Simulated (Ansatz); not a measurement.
Consider Au in the fcc (Cu type) structure (space group Fm-3m, No. 225; a = 4.083 Å; relaxed with 0.1 eV smearing).

Structures relaxed with PBEsol, PAW, 420 eV (Ansatz, an electronic-structure program; no spin-orbit coupling).

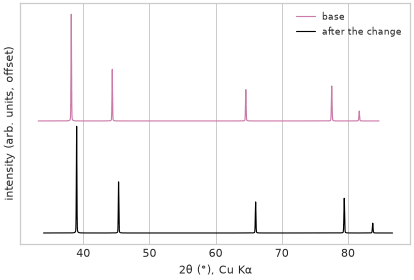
Simulated powder patterns before (top) and after one change

Task: What was done to the base?
A) isotropic strain +0.50 %
B) isotropic strain −2.00 %
C) isotropic strain +2.50 %
D) isotropic strain −1.50 %

Result: B, isotropic strain −2.00 %. Its volume per atom is 16.02 Å³ against 17.02 Å³, and its space group is Fm-3m (No. 225).

Whether these cells are dynamically stable was not tested.
